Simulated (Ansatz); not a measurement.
**CH6ClSi− (SMILES [Cl-].C[SiH3]): a short trajectory**

The task is to watch the atoms for 30 steps of 0.75 fs, started with velocities for 1500 K and run with a Nosé-Hoover thermostat.

Program: Ansatz 0.2.0, Gaussian basis. Level of theory: Hartree-Fock/def2-SVP. These are calculated values, not measurements.

103 further runs of the same task are left out: 103 set aside as unsound or not needed.

## 1. The system as given

The start, a pair relaxed at PBE0-D4: 9 atoms, charge -1, spin multiplicity 1.

Atoms are counted from 1 here; the program's logs count them from 0.

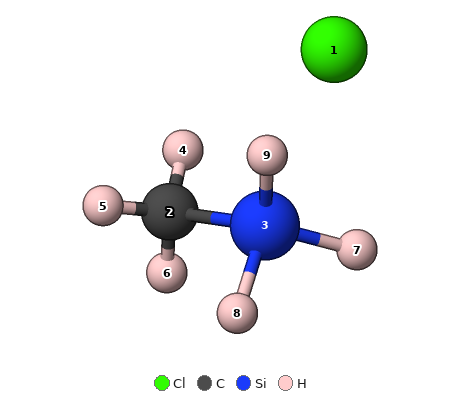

The starting geometry (chlorine green, carbon dark grey, silicon blue, hydrogen pink); atoms are numbered from 1 in the order of the file.

Coordinates:

```xyz
9
charge -1, multiplicity 1
Cl   -0.66023   -0.19739   -2.67894
C    -0.21330    0.98319    0.41651
Si    0.30400   -0.79955    0.14317
H    -0.60103    1.38704   -0.51867
H     0.64438    1.57493    0.75137
H    -0.98288    1.03507    1.19301
H    -0.79836   -1.76028   -0.10137
H     0.81621   -1.22206    1.51650
H     1.49122   -1.00086   -0.72168
```

## 2. The run

md/in.yaml reads:

```yaml
crystal:
  periodic: [false, false, false]
  atoms:
    - {symbol: Cl, position_ang: [-0.660234, -0.197393, -2.678938]}
    - {symbol: C, position_ang: [-0.213296, 0.983190, 0.416512]}
    - {symbol: Si, position_ang: [0.304000, -0.799549, 0.143169]}
    - {symbol: H, position_ang: [-0.601033, 1.387040, -0.518666]}
    - {symbol: H, position_ang: [0.644380, 1.574929, 0.751371]}
    - {symbol: H, position_ang: [-0.982883, 1.035073, 1.193005]}
    - {symbol: H, position_ang: [-0.798364, -1.760275, -0.101368]}
    - {symbol: H, position_ang: [0.816209, -1.222056, 1.516496]}
    - {symbol: H, position_ang: [1.491221, -1.000860, -0.721681]}
basis:
  gaussian: {orbitals: def2-SVP}
total_charge: -1
hamiltonian: {xc: hf}
md: {n_steps: 30, timestep: 0.75, temperature: 1500, ensemble: nvt_nose_hoover, seed: 286, initial_velocities: maxwell_boltzmann}
```

Started as:

```console
$ ansatz run in.yaml --threads 4 --pin off --events-out ev --progress --plain --max-ram 9574MiB
```

The program printed, shortened:

```text
Functional definition: HF
  name "HF"
  cite "Fock, Z. Phys. 61, 126 (1930) doi:10.1007/BF01340294"
  parent pbe
[...]
838 factors; integrals over basis functions are off by at most 3.0e-4 eV
[...]
mean field -21485.18750833 eV, -789.5660777481 hartree, gradient 3.4e-5 eV, S^2 0.000000; 0 other end points of the search recorded, 0 dependent functions left out
[...]
reference -21485.18750833 eV, -789.5660777481 hartree; 22, 22 occupied and 58, 58 virtual orbitals, 838 factors
md step     0: t =     0.00 fs  T =  1500.0 K  F+E_penalty+E_count = -21485.18750833 eV  E_kin = 1.357230 eV  conserved = -21483.83027835 eV  (31 SCF iters)
[...]
md step     7: t =     5.25 fs  T =   799.5 K  F+E_penalty+E_count = -21484.54722271 eV  E_kin = 0.723370 eV  conserved = -21483.82416892 eV  (32 SCF iters)
[...]
md step    14: t =    10.50 fs  T =  1008.8 K  F+E_penalty+E_count = -21484.73931322 eV  E_kin = 0.912820 eV  conserved = -21483.82879407 eV  (34 SCF iters)
[...]
md step    21: t =    15.75 fs  T =   824.4 K  F+E_penalty+E_count = -21484.56425932 eV  E_kin = 0.745971 eV  conserved = -21483.82439773 eV  (34 SCF iters)
[...]
md step    28: t =    21.00 fs  T =  1170.6 K  F+E_penalty+E_count = -21484.87527858 eV  E_kin = 1.059197 eV  conserved = -21483.82858171 eV  (33 SCF iters)
[...]
md step    29: t =    21.75 fs  T =  1150.0 K  F+E_penalty+E_count = -21484.85574933 eV  E_kin = 1.040530 eV  conserved = -21483.82890308 eV  (33 SCF iters)
[...]
md step    30: t =    22.50 fs  T =  1078.6 K  F+E_penalty+E_count = -21484.78918939 eV  E_kin = 0.975975 eV  conserved = -21483.82806382 eV  (32 SCF iters)
Total energy: -21484.78918939 eV, -789.5514397968 hartree
Atom 0 at    -0.717052    -0.148421    -2.886372 Å, force     0.068381     0.063757     0.208642 eV/Å
Atom 1 at    -0.218779     0.954233     0.458305 Å, force    -0.190151     0.373792    -0.694671 eV/Å
Atom 2 at     0.384380    -0.826013     0.362458 Å, force    -0.871273    -1.990215     0.406099 eV/Å
Atom 3 at    -0.850269     1.137593    -0.437042 Å, force    -0.102212    -0.434459     0.808861 eV/Å
Atom 4 at     0.528928     1.734212     0.356853 Å, force     0.592189    -0.034219     0.289731 eV/Å
Atom 5 at    -0.712148     1.081453     1.444196 Å, force    -0.046124    -0.016261    -0.704813 eV/Å
Atom 6 at    -0.746575    -1.818620     0.230208 Å, force    -0.114110     0.630411     0.197962 eV/Å
Atom 7 at     0.867793    -1.230707     1.777326 Å, force     0.151006     0.480521    -0.529524 eV/Å
Atom 8 at     1.305796    -1.529985    -0.565032 Å, force     0.512295     0.926672     0.017713 eV/Å
Dipole moment:     0.394895     0.274745     1.303583 e Å
```

Wall time 11 s (4 threads of Arm Neoverse V2, shared host).

## 3. Frames and traces

Step by step:

| time (fs) | T (K) | potential (meV) | potential + kinetic (meV) | C2–H6 (Å) | Si3–H8 (Å) | C2–H5 (Å) |
| --- | --- | --- | --- | --- | --- | --- |
| 0.00 | 1500 | 0.0 | 0.0 | 1.094 | 1.525 | 1.094 |
| 0.75 | 1468 | 29.2 | 0.5 | 1.114 | 1.536 | 1.085 |
| 1.50 | 1369 | 120.7 | 2.1 | 1.134 | 1.546 | 1.080 |
| 2.25 | 1229 | 249.1 | 4.0 | 1.148 | 1.555 | 1.081 |
| 3.00 | 1082 | 383.9 | 5.6 | 1.156 | 1.562 | 1.086 |
| 3.75 | 953 | 501.2 | 6.4 | 1.154 | 1.566 | 1.095 |
| 4.50 | 858 | 587.4 | 6.7 | 1.144 | 1.567 | 1.106 |
| 5.25 | 799 | 640.3 | 6.4 | 1.127 | 1.566 | 1.115 |
| 6.00 | 772 | 665.2 | 6.0 | 1.104 | 1.561 | 1.123 |
| 6.75 | 766 | 669.8 | 6.0 | 1.081 | 1.553 | 1.125 |
| 7.50 | 782 | 656.4 | 6.5 | 1.061 | 1.542 | 1.123 |
| 8.25 | 822 | 620.0 | 6.9 | 1.049 | 1.530 | 1.116 |
| 9.00 | 888 | 559.6 | 6.1 | 1.049 | 1.518 | 1.104 |
| 9.75 | 961 | 492.5 | 4.5 | 1.060 | 1.505 | 1.091 |
| 10.50 | 1009 | 448.2 | 3.8 | 1.080 | 1.494 | 1.079 |
| 11.25 | 1012 | 445.8 | 4.7 | 1.104 | 1.486 | 1.070 |
| 12.00 | 975 | 481.2 | 6.5 | 1.129 | 1.480 | 1.067 |
| 12.75 | 918 | 535.0 | 8.4 | 1.148 | 1.479 | 1.069 |
| 13.50 | 862 | 586.9 | 9.8 | 1.160 | 1.482 | 1.078 |
| 14.25 | 823 | 623.1 | 10.9 | 1.164 | 1.488 | 1.089 |
| 15.00 | 810 | 635.9 | 11.6 | 1.158 | 1.498 | 1.101 |
| 15.75 | 824 | 623.2 | 12.0 | 1.145 | 1.509 | 1.112 |
| 16.50 | 863 | 588.4 | 12.1 | 1.124 | 1.522 | 1.118 |
| 17.25 | 917 | 539.7 | 12.2 | 1.101 | 1.535 | 1.120 |
| 18.00 | 977 | 486.3 | 12.7 | 1.079 | 1.546 | 1.117 |
| 18.75 | 1036 | 433.0 | 13.6 | 1.062 | 1.555 | 1.111 |
| 19.50 | 1095 | 380.5 | 14.3 | 1.054 | 1.561 | 1.102 |
| 20.25 | 1146 | 334.6 | 14.3 | 1.056 | 1.564 | 1.093 |
| 21.00 | 1171 | 312.2 | 14.2 | 1.069 | 1.563 | 1.086 |
| 21.75 | 1150 | 331.8 | 15.1 | 1.088 | 1.558 | 1.083 |
| 22.50 | 1079 | 398.3 | 17.1 | 1.110 | 1.549 | 1.085 |

Energies count from the start.

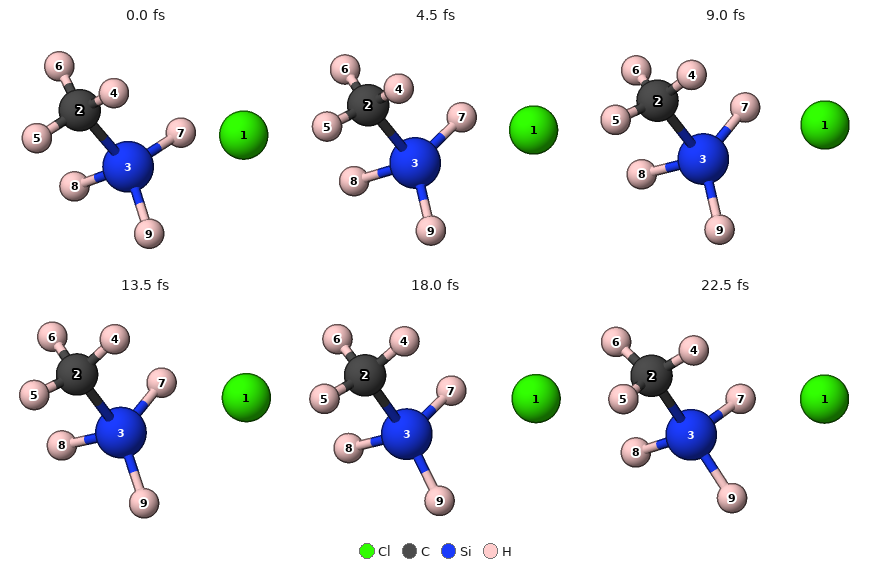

Six frames.

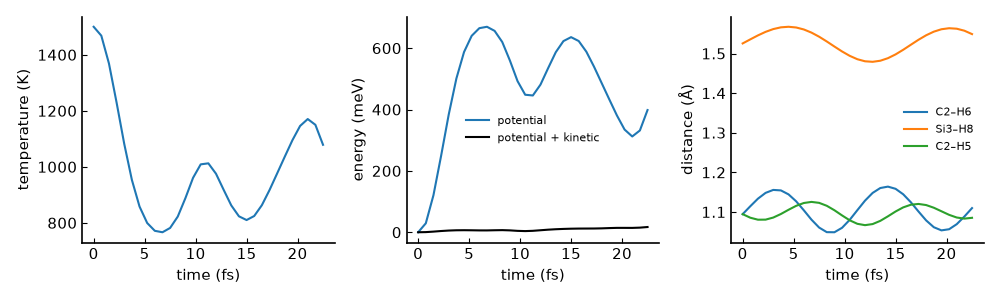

Temperature, energies and the distances followed.

Positions (Å) and forces (eV/Å) at 9.00 fs:

```xyz
9

Cl   -0.684   -0.176   -2.763    0.071   -0.149    0.067
C    -0.214    0.991    0.418    1.394    0.513   -1.800
Si    0.339   -0.842    0.226    0.210    2.238   -0.001
H    -0.771    1.394   -0.447   -0.124   -0.805    0.592
H     0.514    1.787    0.653    0.227   -0.673    0.156
H    -0.767    0.791    1.286   -1.612    0.535    1.421
H    -0.994   -1.494    0.146    0.597   -0.664   -0.218
H     0.851   -1.024    1.643   -0.155   -0.537    0.033
H     1.607   -1.093   -0.522   -0.609   -0.459   -0.250
```

Positions (Å) and forces (eV/Å) at 22.50 fs:

```xyz
9

Cl   -0.717   -0.148   -2.886    0.068    0.064    0.209
C    -0.219    0.954    0.458   -0.190    0.374   -0.695
Si    0.384   -0.826    0.362   -0.871   -1.990    0.406
H    -0.850    1.138   -0.437   -0.102   -0.434    0.809
H     0.529    1.734    0.357    0.592   -0.034    0.290
H    -0.712    1.081    1.444   -0.046   -0.016   -0.705
H    -0.747   -1.819    0.230   -0.114    0.630    0.198
H     0.868   -1.231    1.777    0.151    0.481   -0.530
H     1.306   -1.530   -0.565    0.512    0.927    0.018
```

## 4. What came out

| quantity | value |
| --- | --- |
| length | 30 steps, 22.5 fs |
| temperature at the start | 1500 K |
| mean temperature, second half | 979 K |
| lowest and highest potential energy, from the first frame | 0 and 670 meV |
| largest change of potential + kinetic | 17.1 meV |

The thermostat trades energy with the molecule, so the sum of potential and kinetic energy isn't conserved: it changes by +17 meV over the run. The mean temperature of the second half is still well below the 1500 K set. The temperature runs between 766 and 1500 K. The molecule keeps its bonds.
